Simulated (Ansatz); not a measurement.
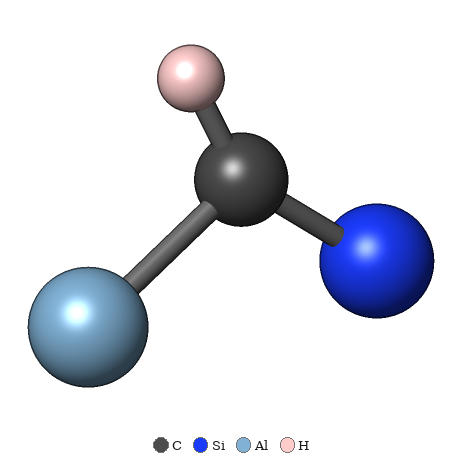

Every bond is drawn as one stick, whatever its order.

Description:

Formula CHAlSi. This geometry has Cs symmetry. All atoms lie on one plane. Coordination: 1 C trigonal planar.

More results for the same structure follow; atom numbers are the same in all pictures, views and colours differ. The geometry was computed by an optimisation with PBE0-D4/def2-TZVP. No frequency run is at hand to confirm it as a minimum.

## Geometry

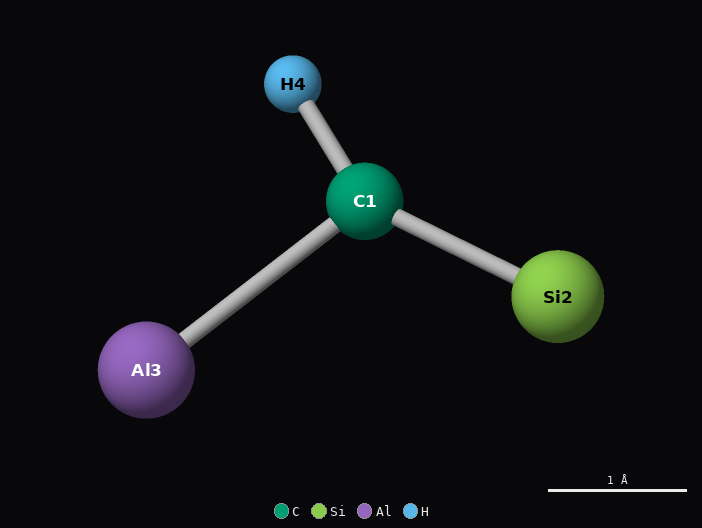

Numbered structure. No frequency run is at hand to confirm it as a minimum.

List the bonds and their lengths.

```csv
bond,length (Å)
C1–Si2,1.668
C1–Al3,2.009
C1–H4,1.090
```

## Dipole moment

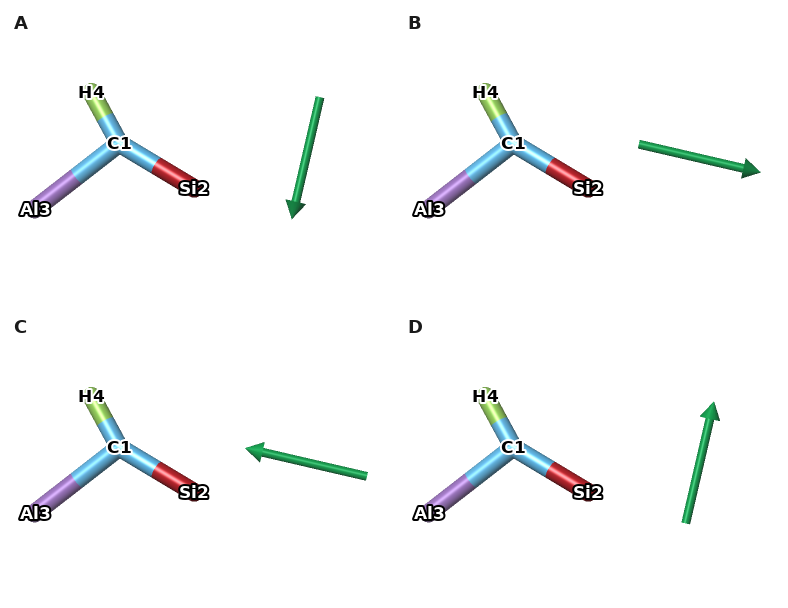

The same molecule four times, each with an arrow. No frequency run is at hand to confirm it as a minimum. Properties computed with RKS PBE0-D4/def2-TZVP (Ansatz 0.2.0).

Question: Which arrow points along the dipole moment, from the negative to the positive end?

Answer: D. The dipole moment is 0.31 D; it points from the side of Al3 to the side of H4 (the outermost atoms at the two ends).

## Electronic properties

No frequency run is at hand to confirm it as a minimum. Level of theory: RKS PBE0-D4/def2-TZVPP (Ansatz 0.2.0).

What does the calculation give?

- HOMO energy (Kohn–Sham orbital): −5.93 eV
- LUMO energy (Kohn–Sham orbital): −2.35 eV
- HOMO–LUMO gap: 3.58 eV

## Charges

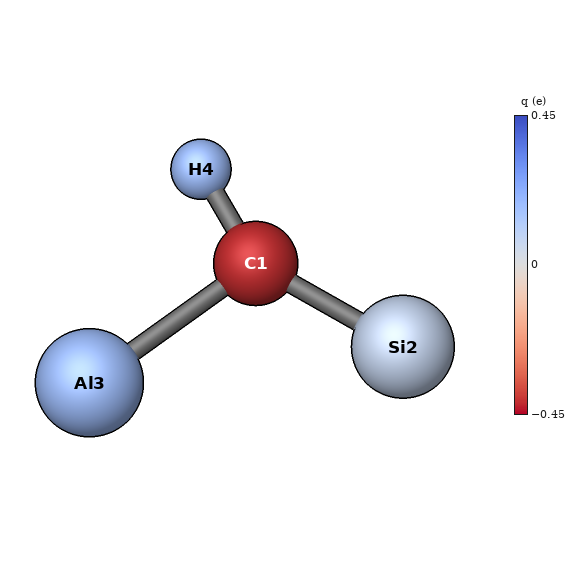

Atoms are coloured by their Mulliken charges. No frequency run is at hand to confirm it as a minimum. Method: RKS PBE0-D4/def2-TZVP (Ansatz 0.2.0).

Give the Mulliken charges atom by atom.

```csv
atom,value (e)
C1,−0.41
Si2,0.07
Al3,0.17
H4,0.17
```

Mulliken values depend strongly on the basis set and can even reverse the polarity of a bond.
